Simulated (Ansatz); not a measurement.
# SiN2H (quartet): correlated methods under varied settings

What do other methods and options give for SiN2H (quartet) at this geometry, and how long do they take?

Program: Ansatz 0.2.0, Gaussian basis. Level of theory: the settings change from run to run. These are calculated values, not measurements.

16 further runs of the same task are left out: 8 that didn't finish, 8 set aside as unsound or not needed. Runs told in other sessions of the task aren't counted.

### 1 The geometry

The geometry is a PBE0/def2-TZVP stationary point (not a proven minimum) of the parent state, kept for this charge and spin.

4 atoms, charge 0, spin multiplicity 4.

Atoms are counted from 1 here; the program's logs count them from 0.

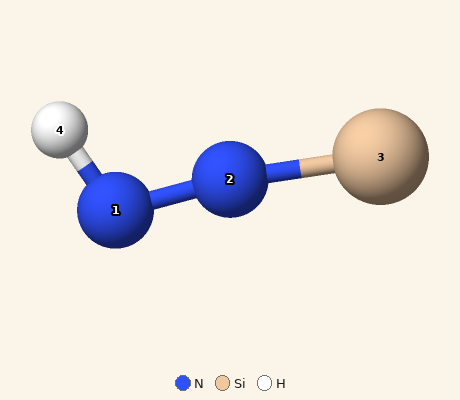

The geometry (nitrogen blue, silicon light orange, hydrogen white); atoms are numbered from 1 in the order of the file.

### 2 BCCD on ROHF/cc-pVDZ

The input, in.yaml:

```yaml
crystal:
  periodic: [false, false, false]
  atoms:
    - {symbol: N, position_ang: [0.000005, -0.302572, 0.908543]}
    - {symbol: N, position_ang: [-0.000014, -0.160541, -0.334175]}
    - {symbol: Si, position_ang: [0.000002, -0.160128, -1.936811]}
    - {symbol: H, position_ang: [0.000007, 0.623240, 1.362442]}
basis:
  gaussian: {orbitals: cc-pVDZ}
magnetization: {spin_polarized: false, initial_magnetization: 3}
correlation: {method: bccd, electrons: outside_noble_gas}
accuracy: high
scf: {omitted_lower_state_checks: [cluster_reference]}
output: {forces: true}
```

Run with:

```
ansatz run in.yaml --threads 1 --pin off --events-out ev --progress --plain --max-ram 2393MiB
```

Log (excerpt; [...] marks lines left out):

```text
Functional definition: HF
  name "HF"
  cite "Fock, Z. Phys. 61, 126 (1930) doi:10.1007/BF01340294"
  parent pbe
[...]
1077 factors; integrals over basis functions are off by at most 3.2e-9 eV
[...]
mean field -10836.70941154 eV, -398.2417254886 hartree, gradient 3.9e-8 eV, S^2 3.750000; 7 other end points of the search recorded, 0 dependent functions left out
7 core orbitals not correlated: weight in the atoms' cores, before any rotation towards them, 1.000 or more for the frozen orbitals, at most 0.000 for the correlated occupied ones
reference -10836.70941154 eV, -398.2417254886 hartree; 9, 6 occupied and 35, 38 virtual orbitals, 1077 factors
second order -9.60707146 eV of doubles, -0.25956067 eV of singles
cycle   1  -10.28797184 eV  change   -4.2e-1 eV  update   1.1e-1
[...]
cycle  34  -10.78175457 eV  change  -5.1e-10 eV  update   1.1e-9
[...]
Total energy: -10847.49116611 eV, -398.6379476609 hartree
Atom 0 at     0.000005    -0.302572     0.908543 Å, force    -0.000035     0.240868    -1.323246 eV/Å
Atom 1 at    -0.000014    -0.160541    -0.334175 Å, force    -0.000019    -0.390823     7.387681 eV/Å
Atom 2 at     0.000002    -0.160128    -1.936811 Å, force     0.000051    -0.083836    -6.887684 eV/Å
Atom 3 at     0.000007     0.623240     1.362442 Å, force     0.000004     0.233791     0.823249 eV/Å
Dipole moment:     0.000001     0.253636     0.473963 e Å
Checks for a lower state left out: cluster_reference
```

Run time: 28 s. Hardware: 1 thread of Arm Neoverse V2, shared host; peak memory 0.4 GiB.

From the report: correlation -10.7818 eV; largest double amplitude 0.07.

### 3 MP2 on ROHF/cc-pVDZ

Changes to in.yaml since step 2:

```diff
@@ -10,5 +10,3 @@
 magnetization: {spin_polarized: false, initial_magnetization: 3}
-correlation: {method: bccd, electrons: outside_noble_gas}
+correlation: {method: mp2, electrons: outside_noble_gas}
 accuracy: high
-scf: {omitted_lower_state_checks: [cluster_reference]}
-output: {forces: true}
```

Launched as before.

Log (excerpt; [...] marks lines left out):

```text
Functional definition: HF
  name "HF"
  cite "Fock, Z. Phys. 61, 126 (1930) doi:10.1007/BF01340294"
  parent pbe
[...]
1077 factors; integrals over basis functions are off by at most 3.2e-9 eV
[...]
mean field -10836.70941154 eV, -398.2417254886 hartree, gradient 3.9e-8 eV, S^2 3.750000; 7 other end points of the search recorded, 0 dependent functions left out
[...]
7 core orbitals not correlated: weight in the atoms' cores, before any rotation towards them, 1.000 or more for the frozen orbitals, at most 0.000 for the correlated occupied ones
reference -10836.70941154 eV, -398.2417254886 hartree; 9, 6 occupied and 35, 38 virtual orbitals, 1077 factors
second order -9.60707146 eV of doubles, -0.25956067 eV of singles
Total energy: -10846.57604367 eV, -398.6043175316 hartree
```

Run time: 3 s. Hardware: 1 thread of Arm Neoverse V2, shared host.

### 4 BCCD(T) on UHF/cc-pVDZ

Changes to in.yaml since step 3:

```diff
@@ -8,5 +8,4 @@
 basis:
-  gaussian: {orbitals: cc-pVDZ}
-magnetization: {spin_polarized: false, initial_magnetization: 3}
-correlation: {method: mp2, electrons: outside_noble_gas}
-accuracy: high
+  gaussian: {orbitals: cc-pVDZ, point_charges: [{charge: 0.50, position_ang: [3.573, -0.916, -0.472]}]}
+magnetization: {spin_polarized: true, initial_magnetization: 3}
+correlation: {method: bccd_t, electrons: outside_noble_gas}
```

Launched as before.

Log (excerpt; [...] marks lines left out):

```text
Functional definition: HF
  name "HF"
  cite "Fock, Z. Phys. 61, 126 (1930) doi:10.1007/BF01340294"
  parent pbe
[...]
501 factors; integrals over basis functions are off by at most 1.5e-3 eV
[...]
mean field -10837.14491283 eV, -398.2577298659 hartree, gradient 2.8e-6 eV, S^2 3.804582; 11 other end points of the search recorded, 0 dependent functions left out
determinant -10837.14491283 eV, -398.2577298659 hartree, with singles and doubles -10847.52811833 eV, -398.6393056300 hartree
determinant -10836.81961326 eV, -398.2457753271 hartree, with singles and doubles -10847.16165376 eV, -398.6258383055 hartree
determinant -10835.63123651 eV, -398.2021032872 hartree, with singles and doubles -10845.77968513 eV, -398.5750518952 hartree
determinant -10835.43125644 eV, -398.1947541550 hartree, with singles and doubles -10846.00990923 eV, -398.5835124747 hartree
determinant -10834.27173273 eV, -398.1521424446 hartree, with singles and doubles -10843.75695729 eV, -398.5007180180 hartree
determinant -10833.74907864 eV, -398.1329352612 hartree, with singles and doubles -10843.28841413 eV, -398.4834993745 hartree
determinant -10837.14491283 eV, -398.2577298659 hartree, with singles and doubles -10847.53290121 eV, -398.6394813976 hartree
determinant -10836.81961326 eV, -398.2457753271 hartree, with singles and doubles -10847.16570606 eV, -398.6259872248 hartree
7 core orbitals not correlated: weight in the atoms' cores, before any rotation towards them, 1.000 or more for the frozen orbitals, at most 0.000 for the correlated occupied ones
reference -10837.14491283 eV, -398.2577298659 hartree; 9, 6 occupied and 35, 38 virtual orbitals, 501 factors
second order -9.34610990 eV of doubles, -0.00000000 eV of singles
cycle   1  -10.33336096 eV  change    5.5e-2 eV  update   1.9e-2
[...]
cycle  13  -10.34483139 eV  change   -5.0e-6 eV  update   1.7e-5
perturbative correction -0.41335979 eV, -0.0151906921 hartree
Total energy: -10847.90310401 eV, -398.6530860994 hartree
```

Wall time 14 s (1 thread of Arm Neoverse V2, shared host).

From the report: ⟨S²⟩ of the determinant 3.805 (pure quartet: 3.75); correlation -10.7582 eV; largest double amplitude 0.07.

### 5 CCSD(T) on UHF/cc-pVDZ

Changes to in.yaml since step 4:

```diff
@@ -8,4 +8,6 @@
 basis:
-  gaussian: {orbitals: cc-pVDZ, point_charges: [{charge: 0.50, position_ang: [3.573, -0.916, -0.472]}]}
+  gaussian: {orbitals: cc-pVDZ}
 magnetization: {spin_polarized: true, initial_magnetization: 3}
-correlation: {method: bccd_t, electrons: outside_noble_gas}
+correlation: {method: ccsd_t, electrons: outside_noble_gas}
+accuracy: high
+output: {forces: true}
```

Launched as before.

Log (excerpt; [...] marks lines left out):

```text
Functional definition: HF
  name "HF"
  cite "Fock, Z. Phys. 61, 126 (1930) doi:10.1007/BF01340294"
  parent pbe
[...]
1077 factors; integrals over basis functions are off by at most 3.2e-9 eV
[...]
mean field -10837.15008391 eV, -398.2579198995 hartree, gradient 2.6e-8 eV, S^2 3.804096; 13 other end points of the search recorded, 0 dependent functions left out
determinant -10837.15008391 eV, -398.2579198995 hartree, with singles and doubles -10847.53080199 eV, -398.6394042525 hartree
determinant -10836.70874224 eV, -398.2417008924 hartree, with singles and doubles -10847.05538851 eV, -398.6219331295 hartree
determinant -10835.56627589 eV, -398.1997160284 hartree, with singles and doubles -10845.72716813 eV, -398.5731219307 hartree
determinant -10835.36378308 eV, -398.1922745546 hartree, with singles and doubles -10845.93876961 eV, -398.5808981419 hartree
[...]
7 core orbitals not correlated: weight in the atoms' cores, before any rotation towards them, 1.000 or more for the frozen orbitals, at most 0.000 for the correlated occupied ones
reference -10837.15008391 eV, -398.2579198995 hartree; 9, 6 occupied and 35, 38 virtual orbitals, 1077 factors
second order -9.34067098 eV of doubles, -0.00000000 eV of singles
cycle   1  -10.38538971 eV  change    1.7e-6 eV  update   2.1e-6
[...]
cycle  18  -10.38538636 eV  change   3.3e-10 eV  update   1.1e-9
perturbative correction -0.36552277 eV, -0.0134327141 hartree
[...]
Total energy: -10847.90099303 eV, -398.6530085226 hartree
Atom 0 at     0.000005    -0.302572     0.908543 Å, force    -0.000033     0.100097    -1.154889 eV/Å
Atom 1 at    -0.000014    -0.160541    -0.334175 Å, force    -0.000024    -0.404849     7.340510 eV/Å
Atom 2 at     0.000002    -0.160128    -1.936811 Å, force     0.000052    -0.069888    -7.092656 eV/Å
Atom 3 at     0.000007     0.623240     1.362442 Å, force     0.000005     0.374640     0.907035 eV/Å
Dipole moment:     0.000001     0.246358     0.502136 e Å
```

It took 39 s on 1 thread of Arm Neoverse V2, shared host; peak memory 0.31 GiB.

From the report: ⟨S²⟩ of the determinant 3.804 (pure quartet: 3.75); correlation -10.7509 eV; T1 0.040; largest double amplitude 0.08.

### 6 All runs side by side

Where basis and cores are those of an earlier UCCSDT(Q)/cc-pVDZ run (-10847.9782 eV), and the records show the same count of frozen orbitals and kind of state, the miss against it is given; a blank cell means that this couldn't be shown.

```csv
level,correlated,functions,energy (eV),from UCCSDT(Q) (meV),time
BCCD on ROHF/cc-pVDZ,outside noble gas,51,-10847.4912,487.0,28 s
MP2 on ROHF/cc-pVDZ,outside noble gas,51,-10846.5760,1402.1,3 s
BCCD(T) on UHF/cc-pVDZ (beside a point charge),outside noble gas,51,-10847.9031,,14 s
CCSD(T) on UHF/cc-pVDZ,outside noble gas,51,-10847.9010,77.2,39 s
```

### 7 Results

```
quantity                         value
    runs                             4
quickest      MP2 on ROHF/cc-pVDZ, 3 s
 slowest  CCSD(T) on UHF/cc-pVDZ, 39 s
```

In words: Total energies in different bases, with other cores or another treatment of relativity can't be set against each other. CCSD(T) on UHF/cc-pVDZ took 13 times as long as MP2 on ROHF/cc-pVDZ; the jobs differ in more than the method. Among the correlated runs with a miss given, it spans +77 to +1402 meV.
